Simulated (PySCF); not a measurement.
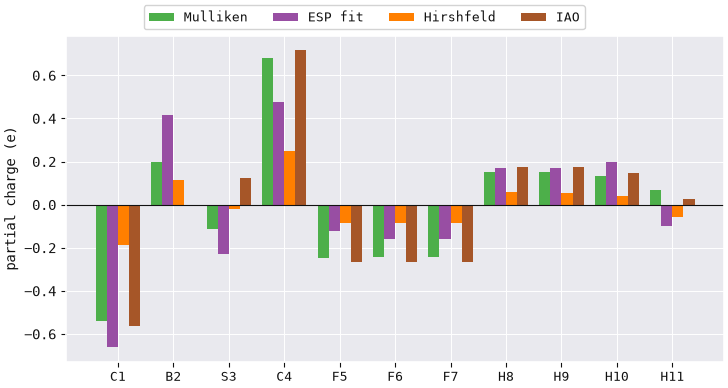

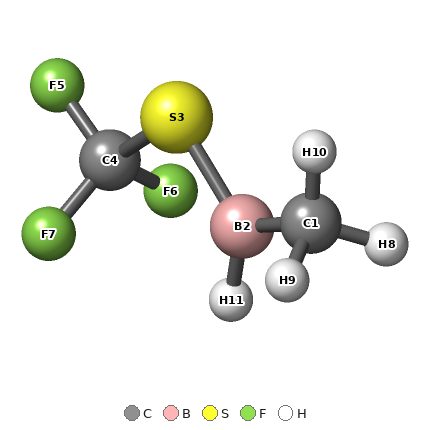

Atomic charges of C₂H₄BF₃S, SMILES CBSC(F)(F)F by 4 schemes, PBE0/pcSseg-1, PySCF, at a PBE0-D3(BJ)/def2-SVP geometry (no frequency check).

**Which scheme gives the smallest charges overall?**

Hirshfeld: mean absolute charge Hirshfeld 0.09, IAO 0.25, Mulliken 0.25, ESP fit 0.26 e.

**Which atom is the most negative in each scheme?**

Mulliken: C1 (−0.54 e); ESP fit: C1 (−0.66 e); Hirshfeld: C1 (−0.19 e); IAO: C1 (−0.56 e).

Known limits of this run: one conformer of a flexible molecule.
